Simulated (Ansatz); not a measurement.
## GeH6S: a changed input and its effect

System: GeH6S.
Method of run A: RKS wB97X-V/def2-TZVPP (Ansatz 0.2.0).

The geometry comes from this level: PBE0-D4/def2-TZVP. Text and figures count atoms from 1; the logs count them from 0 in places.

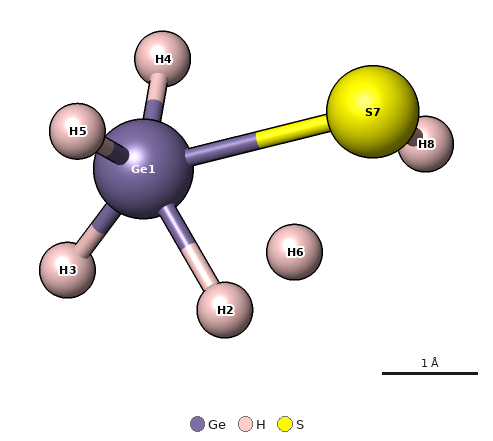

Fig. 1: The structure as given in the input (ball-and-stick view, seen at a tilt; atoms are numbered from 1 in the order of the input). Sticks mark near contacts.

Input file, run A:
```yaml
crystal:
  periodic: [false, false, false]
  atoms:
    - {symbol: Ge, position_ang: [-0.710170, -0.449758, -0.143040]}
    - {symbol: H, position_ang: [1.012653, -0.712616, -0.715612]}
    - {symbol: H, position_ang: [-1.042268, -0.994688, -1.558239]}
    - {symbol: H, position_ang: [-1.736412, 0.679285, 0.085526]}
    - {symbol: H, position_ang: [-0.721462, -1.546396, 0.919218]}
    - {symbol: H, position_ang: [1.266628, -0.068655, -0.021420]}
    - {symbol: S, position_ang: [0.988833, 1.074977, 1.194682]}
    - {symbol: H, position_ang: [0.942297, 2.017952, 0.238984]}
basis:
  gaussian: {orbitals: def2-TZVPP}
hamiltonian: {xc: {name: wB97X-V}}
```

Command:
```bash
ansatz run in.yaml --threads 2 --pin off --events-out ev --progress --plain --max-ram 4352MiB
```

Hardware: 2 CPU threads, shared host.

Output (run A):
```
Functional definition: wB97X-V
  parameter omega = 0.3/bohr
  parameter cx = 0.167
  parameter cx1 = 0.603
  parameter cx2 = 1.194
  parameter css0 = 0.556
  parameter css1 = -0.257
  parameter cos0 = 1.219
  parameter cos1 = -1.850
  parameter b = 6.0
  parameter c = 0.01
  exchange = spin_sum(e_x_unif_sr(omega)*poly(b97_u_x, 1 - cx, cx1, cx2)) + cx*exact_x_sr(omega) + exact_x_lr(omega)
  correlation = spin_sum(e_c_pw_same_spin*poly(b97_u_same, css0, css1))
      + integral(e_c_pw_opposite_spin*poly(b97_u_opposite, cos0, cos1)) + vv10(b, c)
1034 factors; their error is unknown
233 factors; integrals over basis functions are off by at most 1.1e-5 eV
mean field evaluation 1: about -67440.8408 eV, gradient 2.3e1 eV
mean field evaluation 2: about -67441.2666 eV, gradient 2.3e1 eV
mean field evaluation 4: about -67441.8636 eV, gradient 9.9e-1 eV
mean field evaluation 8: about -67442.0533 eV, gradient 2.3e-1 eV
mean field evaluation 16: about -67442.0534 eV, gradient 3.5e-5 eV
mean field -67442.05336590 eV, -2478.4497473311 hartree, gradient 9.3e-6 eV, S^2 0.000000; 0 other end points of the search recorded, 0 dependent functions left out
reference -67442.05336410 eV, -2478.4497472651 hartree; 27, 27 occupied and 147, 147 virtual orbitals, 1034 factors
Total energy: -67442.05336410 eV, -2478.4497472651 hartree
```

For run B the input was changed thus:
```diff
-    - {symbol: Ge, position_ang: [-0.710170, -0.449758, -0.143040]}
-    - {symbol: H, position_ang: [1.012653, -0.712616, -0.715612]}
-    - {symbol: H, position_ang: [-1.042268, -0.994688, -1.558239]}
-    - {symbol: H, position_ang: [-1.736412, 0.679285, 0.085526]}
-    - {symbol: H, position_ang: [-0.721462, -1.546396, 0.919218]}
-    - {symbol: H, position_ang: [1.266628, -0.068655, -0.021420]}
-    - {symbol: S, position_ang: [0.988833, 1.074977, 1.194682]}
-    - {symbol: H, position_ang: [0.942297, 2.017952, 0.238984]}
+    - {symbol: Ge, position_ang: [-1.101396, -0.039051, 0.243378]}
+    - {symbol: H, position_ang: [2.314848, -1.447007, -1.144822]}
+    - {symbol: H, position_ang: [-0.822420, -0.336654, -1.237307]}
+    - {symbol: H, position_ang: [-2.427881, 0.723121, 0.384615]}
+    - {symbol: H, position_ang: [-1.132084, -1.334620, 1.061249]}
+    - {symbol: H, position_ang: [2.165740, -0.878602, -0.682293]}
+    - {symbol: S, position_ang: [0.565923, 1.146316, 1.119600]}
+    - {symbol: H, position_ang: [0.437372, 2.166597, 0.255679]}
```

How does run B compare with run A?

With the same method and basis, run B lies 62.0 kcal/mol lower.

Output (run B):
```
Functional definition: wB97X-V
  parameter omega = 0.3/bohr
  parameter cx = 0.167
  parameter cx1 = 0.603
  parameter cx2 = 1.194
  parameter css0 = 0.556
  parameter css1 = -0.257
  parameter cos0 = 1.219
  parameter cos1 = -1.850
  parameter b = 6.0
  parameter c = 0.01
  exchange = spin_sum(e_x_unif_sr(omega)*poly(b97_u_x, 1 - cx, cx1, cx2)) + cx*exact_x_sr(omega) + exact_x_lr(omega)
  correlation = spin_sum(e_c_pw_same_spin*poly(b97_u_same, css0, css1))
      + integral(e_c_pw_opposite_spin*poly(b97_u_opposite, cos0, cos1)) + vv10(b, c)
1034 factors; their error is unknown
231 factors; integrals over basis functions are off by at most 1.3e-5 eV
mean field evaluation 1: about -67443.8421 eV, gradient 2.0e1 eV
mean field evaluation 2: about -67444.2175 eV, gradient 1.9e1 eV
mean field evaluation 4: about -67444.5550 eV, gradient 8.7e-1 eV
mean field evaluation 8: about -67444.7421 eV, gradient 1.4e-1 eV
mean field -67444.74210698 eV, -2478.5485567433 hartree, gradient 6.1e-5 eV, S^2 0.000000; 0 other end points of the search recorded, 0 dependent functions left out
reference -67444.74210501 eV, -2478.5485566710 hartree; 27, 27 occupied and 147, 147 virtual orbitals, 1034 factors
Total energy: -67444.74210501 eV, -2478.5485566710 hartree
```

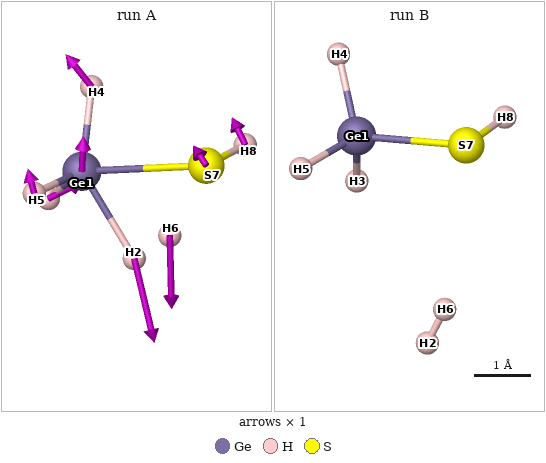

Fig. 2: The two input geometries at one scale (ball-and-stick view, seen at a tilt). The pink arrows on the first give the shifts of the atoms after the best rigid fit, at true length. H2 moves most after the best rigid fit: 1.56 Å. By element the largest moves are H 1.56 Å, Ge 0.67 Å, S 0.47 Å. Among the contacts that change: Ge1–H2 1.834 → 3.947 Å, Ge1–S7 2.646 → 2.225 Å, H2–H6 0.980 → 0.748 Å, Ge1–H3 1.552 → 1.536 Å.

The two runs side by side:

| quantity | run A | run B |
| --- | --- | --- |
| outcome | converged | converged |
| total energy (hartree) | −2478.449747 | −2478.548557 |
| basis functions | 174 | 174 |
| wall time (shared host) | 7 s | 6.5 s |
